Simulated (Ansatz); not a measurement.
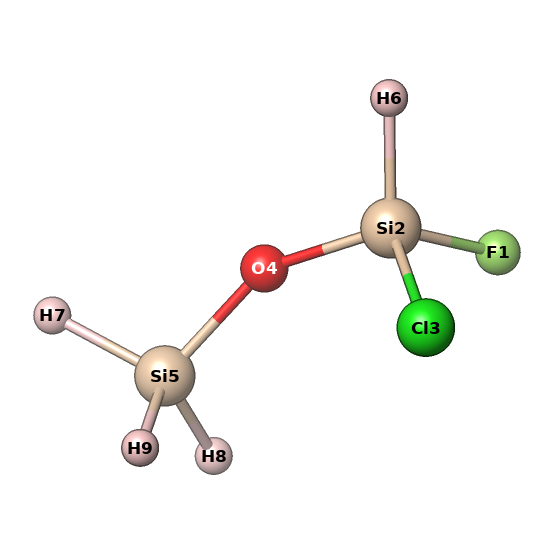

Distant atoms are faded towards the background colour. Computed geometry: PBE0-D4/def2-TZVP optimisation.

Question: Find the stereocentres and stereogenic double bonds.

Answer: Centres: Si2.

Question: What are the Cahn–Ingold–Prelog descriptors?

Answer: Si2: R (priorities Cl3 > F1 > O4 > H6).
